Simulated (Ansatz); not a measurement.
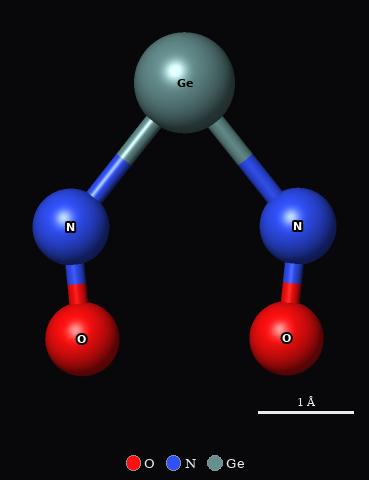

*The starting structure (ball-and-stick view, seen on its broad side). Sticks mark near contacts.*

Bond lengths as drawn: Ge–N 1.93 Å and N–O 1.19 Å.

Geometry relaxation, with input and output: GeN$_{2}$O$_{2}$ (part 1 of 2)

GeN$_{2}$O$_{2}$, computed with RHF/STO-3G (Ansatz 0.2.0).

**Output**
```
The last accepted step is kept in [file] (removed where the run ends without a failure and the disk answers)
Engine: ansatz 0.2.0, x86_64-unknown-linux-gnu
Functional definition: HF
  exchange = exact_x
  correlation = 0
503 factors; integrals over basis functions are off by at most 1.1e-5 eV
mean field evaluation 1: about -62765.4384 eV, gradient 2.3e1 eV
mean field evaluation 2: about -62765.6105 eV, gradient 2.3e1 eV
mean field evaluation 4: about -62767.0308 eV, gradient 1.7e0 eV
mean field evaluation 8: about -62767.0631 eV, gradient 6.7e-2 eV
mean field evaluation 16: about -62767.9784 eV, gradient 8.5e-2 eV
mean field evaluation 32: about -62767.9332 eV, gradient 9.4e-1 eV
mean field evaluation 64: about -62756.5990 eV, gradient 8.3e0 eV
mean field evaluation 96: about -62767.7640 eV, gradient 3.5e0 eV
mean field evaluation 128: about -62767.9444 eV, gradient 5.9e-2 eV
mean field -62767.97874614 eV, -2306.6806732566 hartree, gradient 2.1e-6 eV, S^2 0.000000; 3 other end points of the search recorded, 0 dependent functions left out
the calculation of the forces begins
reference -62767.97874614 eV, -2306.6806732566 hartree; 31, 31 occupied and 7, 7 virtual orbitals, 503 factors
relax step   1: F+E_penalty+E_count = -62767.97874614 eV  Δ(F+E_penalty+E_count) = +0.000e0 eV  max|allowed force component| = 6.364e0 eV/Å  Δτ_max = 0.0000 Å  (350 SCF iters, accepted)
these checks for a lower state are left out or cut short: starts, cluster_reference, orbital_swaps, neighbouring_geometries, increment
503 factors; integrals over basis functions are off by at most 1.2e-5 eV
mean field evaluation 160: about -62768.6197 eV, gradient 1.6e-1 eV
mean field -62768.78775995 eV, -2306.7104039655 hartree, gradient 1.2e-5 eV, S^2 0.000000; 1 other end points of the search recorded, 0 dependent functions left out
[... from here on the field's lines of each further geometry are left out, up to the last ...]
relax step   2: F+E_penalty+E_count = -62768.78775995 eV  Δ(F+E_penalty+E_count) = -8.090e-1 eV  max|allowed force component| = 4.388e0 eV/Å  Δτ_max = 0.1949 Å  (141 SCF iters, accepted)
relax step   3: F+E_penalty+E_count = -62769.08304546 eV  Δ(F+E_penalty+E_count) = -2.953e-1 eV  max|allowed force component| = 9.280e-1 eV/Å  Δτ_max = 0.0896 Å  (48 SCF iters, accepted)
relax step   4: F+E_penalty+E_count = -62769.13246901 eV  Δ(F+E_penalty+E_count) = -4.942e-2 eV  max|allowed force component| = 1.314e0 eV/Å  Δτ_max = 0.1055 Å  (47 SCF iters, accepted)
relax step   5: F+E_penalty+E_count = -62769.20279453 eV  Δ(F+E_penalty+E_count) = -7.033e-2 eV  max|allowed force component| = 2.480e0 eV/Å  Δτ_max = 0.1946 Å  (47 SCF iters, accepted)
relax step   6: F+E_penalty+E_count = -62769.28761372 eV  Δ(F+E_penalty+E_count) = -8.482e-2 eV  max|allowed force component| = 2.965e0 eV/Å  Δτ_max = 0.1949 Å  (51 SCF iters, accepted)
relax step   7: F+E_penalty+E_count = -62769.51589349 eV  Δ(F+E_penalty+E_count) = -2.283e-1 eV  max|allowed force component| = 1.004e0 eV/Å  Δτ_max = 0.1434 Å  (44 SCF iters, accepted)
relax step   8: F+E_penalty+E_count = -62769.59710326 eV  Δ(F+E_penalty+E_count) = -8.121e-2 eV  max|allowed force component| = 3.803e-1 eV/Å  Δτ_max = 0.1999 Å  (43 SCF iters, accepted)
relax step   9: F+E_penalty+E_count = -62769.61289608 eV  Δ(F+E_penalty+E_count) = -1.579e-2 eV  max|allowed force component| = 5.487e-1 eV/Å  Δτ_max = 0.0857 Å  (46 SCF iters, accepted)
relax step  10: F+E_penalty+E_count = -62769.62083497 eV  Δ(F+E_penalty+E_count) = -7.939e-3 eV  max|allowed force component| = 2.969e-1 eV/Å  Δτ_max = 0.0491 Å  (40 SCF iters, accepted)
relax step  11: F+E_penalty+E_count = -62769.62265660 eV  Δ(F+E_penalty+E_count) = -1.822e-3 eV  max|allowed force component| = 2.152e-2 eV/Å  Δτ_max = 0.0278 Å  (40 SCF iters, accepted)
relax step  12: F+E_penalty+E_count = -62769.62275373 eV  Δ(F+E_penalty+E_count) = -9.713e-5 eV  max|allowed force component| = 1.141e-2 eV/Å  Δτ_max = 0.0026 Å  (40 SCF iters, accepted)
relax step  13: F+E_penalty+E_count = -62769.62279624 eV  Δ(F+E_penalty+E_count) = -4.251e-5 eV  max|allowed force component| = 1.426e-2 eV/Å  Δτ_max = 0.0030 Å  (41 SCF iters, accepted)
relax step  14: F+E_penalty+E_count = -62769.62280416 eV  Δ(F+E_penalty+E_count) = -7.916e-6 eV  max|allowed force component| = 6.846e-3 eV/Å  Δτ_max = 0.0010 Å  (42 SCF iters, accepted)
relax step  15: F+E_penalty+E_count = -62769.62280445 eV  Δ(F+E_penalty+E_count) = -2.930e-7 eV  max|allowed force component| = 6.463e-3 eV/Å  Δτ_max = 0.0001 Å  (42 SCF iters, accepted)
relax step  16: F+E_penalty+E_count = -62769.62280476 eV  Δ(F+E_penalty+E_count) = -3.094e-7 eV  max|allowed force component| = 3.405e-3 eV/Å  Δτ_max = 0.0005 Å  (42 SCF iters, accepted)
relax step  17: F+E_penalty+E_count = -62769.62280637 eV  Δ(F+E_penalty+E_count) = -1.610e-6 eV  max|allowed force component| = 8.170e-3 eV/Å  Δτ_max = 0.0003 Å  (43 SCF iters, accepted)
relax step  18: F+E_penalty+E_count = -62769.62281039 eV  Δ(F+E_penalty+E_count) = -4.015e-6 eV  max|allowed force component| = 4.698e-3 eV/Å  Δτ_max = 0.0006 Å  (45 SCF iters, accepted)
relax step  19: F+E_penalty+E_count = -62769.62282415 eV  Δ(F+E_penalty+E_count) = -1.376e-5 eV  max|allowed force component| = 1.062e-2 eV/Å  Δτ_max = 0.0012 Å  (45 SCF iters, accepted)
relax step  20: F+E_penalty+E_count = -62769.62286825 eV  Δ(F+E_penalty+E_count) = -4.410e-5 eV  max|allowed force component| = 1.862e-2 eV/Å  Δτ_max = 0.0015 Å  (46 SCF iters, accepted)
relax step  21: F+E_penalty+E_count = -62769.62333390 eV  Δ(F+E_penalty+E_count) = -4.657e-4 eV  max|allowed force component| = 4.426e-2 eV/Å  Δτ_max = 0.0048 Å  (43 SCF iters, accepted)
relax step  22: F+E_penalty+E_count = -62769.62820459 eV  Δ(F+E_penalty+E_count) = -4.871e-3 eV  max|allowed force component| = 1.659e-1 eV/Å  Δτ_max = 0.0252 Å  (41 SCF iters, accepted)
relax step  23: F+E_penalty+E_count = -62769.63942501 eV  Δ(F+E_penalty+E_count) = -1.122e-2 eV  max|allowed force component| = 3.756e-1 eV/Å  Δτ_max = 0.0379 Å  (50 SCF iters, accepted)
relax step  24: F+E_penalty+E_count = -62769.75572435 eV  Δ(F+E_penalty+E_count) = -1.163e-1 eV  max|allowed force component| = 8.868e-1 eV/Å  Δτ_max = 0.0999 Å  (49 SCF iters, accepted)
relax step  25: F+E_penalty+E_count = -62769.82443058 eV  Δ(F+E_penalty+E_count) = -6.871e-2 eV  max|allowed force component| = 2.402e0 eV/Å  Δτ_max = 0.1053 Å  (48 SCF iters, accepted)
relax step  26: F+E_penalty+E_count = -62769.70663631 eV  Δ(F+E_penalty+E_count) = +1.178e-1 eV  max|allowed force component| = 2.165e0 eV/Å  Δτ_max = 0.1976 Å  (55 SCF iters, rejected (line search))
relax step  27: F+E_penalty+E_count = -62769.97380462 eV  Δ(F+E_penalty+E_count) = -1.494e-1 eV  max|allowed force component| = 1.307e0 eV/Å  Δτ_max = 0.0958 Å  (48 SCF iters, accepted)
relax step  28: F+E_penalty+E_count = -62770.04240835 eV  Δ(F+E_penalty+E_count) = -6.860e-2 eV  max|allowed force component| = 2.029e-1 eV/Å  Δτ_max = 0.0995 Å  (51 SCF iters, accepted)
relax step  29: F+E_penalty+E_count = -62770.04408579 eV  Δ(F+E_penalty+E_count) = -1.677e-3 eV  max|allowed force component| = 7.289e-2 eV/Å  Δτ_max = 0.0247 Å  (42 SCF iters, accepted)
relax step  30: F+E_penalty+E_count = -62770.04468143 eV  Δ(F+E_penalty+E_count) = -5.956e-4 eV  max|allowed force component| = 1.094e-1 eV/Å  Δτ_max = 0.0302 Å  (43 SCF iters, accepted)
relax step  31: F+E_penalty+E_count = -62770.04513002 eV  Δ(F+E_penalty+E_count) = -4.486e-4 eV  max|allowed force component| = 1.230e-2 eV/Å  Δτ_max = 0.0217 Å  (45 SCF iters, accepted)
relax step  32: F+E_penalty+E_count = -62770.04517365 eV  Δ(F+E_penalty+E_count) = -4.363e-5 eV  max|allowed force component| = 1.030e-2 eV/Å  Δτ_max = 0.0037 Å  (44 SCF iters, accepted)
relax step  33: F+E_penalty+E_count = -62770.04521031 eV  Δ(F+E_penalty+E_count) = -3.665e-5 eV  max|allowed force component| = 9.304e-3 eV/Å  Δτ_max = 0.0111 Å  (43 SCF iters, accepted)
the calculation of the forces begins
reference -62770.04521192 eV, -2306.7566144733 hartree; 31, 31 occupied and 7, 7 virtual orbitals, 504 factors
relax step  34: F+E_penalty+E_count = -62770.04521192 eV  Δ(F+E_penalty+E_count) = -1.615e-6 eV  max|allowed force component| = 1.825e-3 eV/Å  Δτ_max = 0.0005 Å  (44 SCF iters, accepted)
504 factors; integrals over basis functions are off by at most 1.7e-5 eV
mean field evaluation 448: about -62750.4616 eV, gradient 1.6e1 eV
mean field evaluation 480: about -62769.9058 eV, gradient 8.5e-2 eV
```

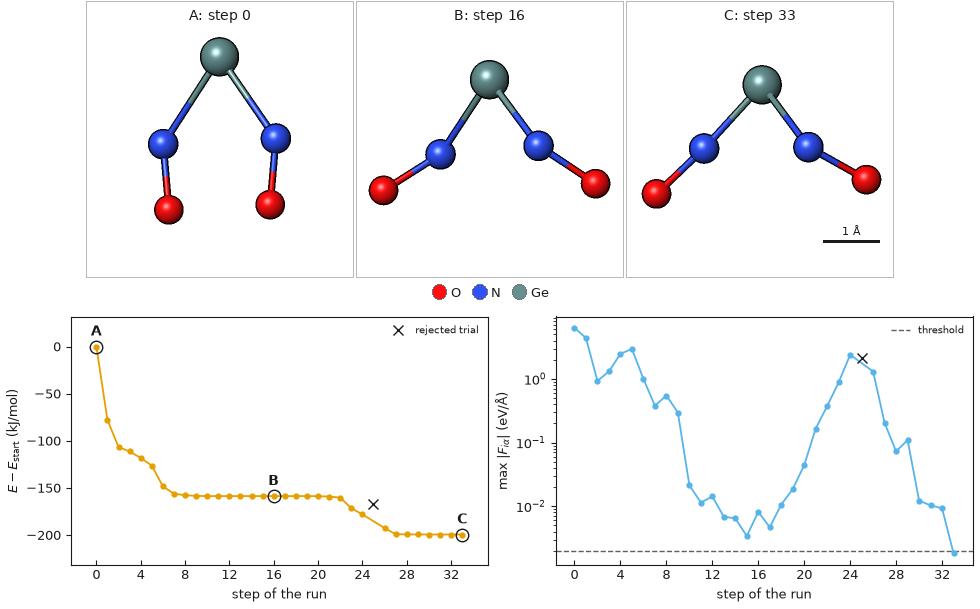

*Frames of the relaxation (ball-and-stick view, seen at a tilt) above the curves, on which the letters mark them (the first geometry is step 0 here and step 1 in the log).*

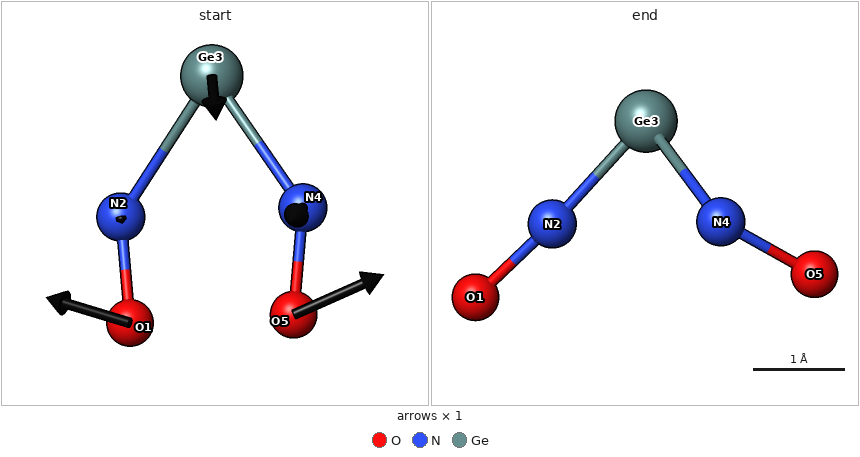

*Before (left) and after (right) the relaxation, at one scale (ball-and-stick view, seen at a tilt). The black arrows give the displacements, at true length.*

After 33 geometry steps the energy has fallen by 199.4 kJ/mol. Largest force component: 6.4 eV/Å at the start, 0.0018 eV/Å at the end. The line search rejected the trial step at point 25 (counted from 0) and went back. The largest move after the best rigid fit is that of O5, 1.11 Å. Largest moves by element: O 1.11 Å, Ge 0.53 Å, N 0.53 Å. Among the contacts that change: N2–Ge3 1.933 → 1.576 Å, Ge3–N4 1.933 → 1.993 Å, N4–O5 1.188 → 1.231 Å, O1–N2 1.188 → 1.223 Å. Among the angles that change: O1–N2–Ge3 135.8° → 174.5°, Ge3–N4–O5 135.8° → 115.5°, N2–Ge3–N4 76.6° → 91.0°. (Atoms are counted from 1 in the order of the input.)

```
mean field -62770.04521192 eV, -2306.7566144733 hartree, gradient 1.4e-5 eV, S^2 0.000000; 2 other end points of the search recorded, 0 dependent functions left out
the calculation of the forces begins
reference -62770.04521192 eV, -2306.7566144733 hartree; 31, 31 occupied and 7, 7 virtual orbitals, 504 factors
Total energy: -62770.04521192 eV, -2306.7566144733 hartree
Atom 0 at     2.115989     1.164257    -0.709270 Å, force     0.000972     0.000886    -0.000388 eV/Å
Atom 1 at     1.173498     0.464244    -0.366099 Å, force    -0.001140    -0.001237     0.000490 eV/Å
Atom 2 at     0.055424    -0.553437     0.079173 Å, force    -0.000718     0.001636     0.000328 eV/Å
Atom 3 at    -1.309854     0.898474     0.098583 Å, force     0.000533    -0.001825    -0.001708 eV/Å
Atom 4 at    -2.036548     0.954853    -0.893548 Å, force     0.000352     0.000540     0.001278 eV/Å
Dipole moment:     0.172983    -0.221168     0.020627 e Å
```

**Trajectory as extended XYZ (Å, eV, eV/Å), 34 frames, from step=1 to step=34**
```
5
Properties=species:S:1:pos:R:3:forces:R:3 step=1 energy=-62767.97875
O     1.0606    1.3562   -1.0403   -0.7164   4.4624  -1.3232
N     1.1807    0.3371   -0.4408    0.2377  -6.3643   2.7099
Ge    0.0005   -0.8528    0.5217   -0.0022   4.0021  -2.4480
N    -1.1812    0.5450   -0.0987   -0.2313  -5.3114   4.4317
O    -1.0621    1.5430   -0.7330    0.7123   3.2110  -3.3704
5
Properties=species:S:1:pos:R:3:forces:R:3 step=2 energy=-62768.78776
O     1.1001    1.4503   -0.8743    0.3977  -4.3880   1.2948
N     1.2006    0.2047   -0.5704    0.1316   3.7644  -1.0742
Ge    0.0004   -0.7647    0.4677   -0.0006   1.1045  -0.6756
N    -1.2010    0.6001    0.0781   -0.1351   2.6707  -2.8619
O    -1.1017    1.4380   -0.8924   -0.3936  -3.1516   3.3169
5
Properties=species:S:1:pos:R:3:forces:R:3 step=3 energy=-62769.08304
O     1.1530    1.4119   -0.8393    0.3561  -0.2807   0.1148
N     1.2594    0.1960   -0.5967    0.1240   0.7249  -0.4315
Ge    0.0004   -0.6883    0.4210    0.0005  -0.9280   0.5676
N    -1.2598    0.6195    0.0979   -0.1248   0.7142  -0.4488
O    -1.1545    1.3893   -0.8741   -0.3558  -0.2303   0.1978
5
Properties=species:S:1:pos:R:3:forces:R:3 step=4 energy=-62769.13247
O     1.2165    1.4347   -0.7582    0.3206  -1.1199   0.0447
N     1.2238    0.1872   -0.6635    0.3501   1.3142  -0.2932
Ge    0.0004   -0.6961    0.4258    0.0003  -0.5034   0.3079
N    -1.2242    0.6750    0.1361   -0.3513   0.8593  -1.0362
O    -1.2180    1.3275   -0.9314   -0.3197  -0.5501   0.9767
5
Properties=species:S:1:pos:R:3:forces:R:3 step=5 energy=-62769.20279
O     1.3993    1.4347   -0.6913   -0.0305  -2.4177   0.0113
N     1.2482    0.1806   -0.7189    0.1656   2.4801   0.0429
Ge    0.0004   -0.6759    0.4135    0.0000  -0.0425   0.0260
N    -1.2486    0.7213    0.1673   -0.1675   1.0913  -2.2273
O    -1.4008    1.2678   -0.9617    0.0324  -1.1112   2.1471
5
Properties=species:S:1:pos:R:3:forces:R:3 step=6 energy=-62769.28761
O     1.5692    1.4103   -0.5990   -0.5360  -2.9206  -0.4366
N     1.2147    0.2047   -0.7794    0.5756   2.9646   0.6321
Ge    0.0004   -0.6471    0.3958   -0.0001   0.1101  -0.0674
N    -1.2153    0.7862    0.1733   -0.5776   0.7870  -2.9268
O    -1.5706    1.1744   -0.9819    0.5380  -0.9411   2.7986
5
Properties=species:S:1:pos:R:3:forces:R:3 step=7 energy=-62769.51589
O     1.7061    1.3679   -0.5930   -0.0817  -0.8120  -0.1386
N     1.1694    0.2548   -0.7299    0.4183   1.0036   0.0906
Ge    0.0004   -0.6089    0.3724    0.0002  -0.3213   0.1965
N    -1.1699    0.7650    0.1062   -0.4190   0.3761  -0.9345
O    -1.7074    1.1496   -0.9468    0.0822  -0.2464   0.7860
```
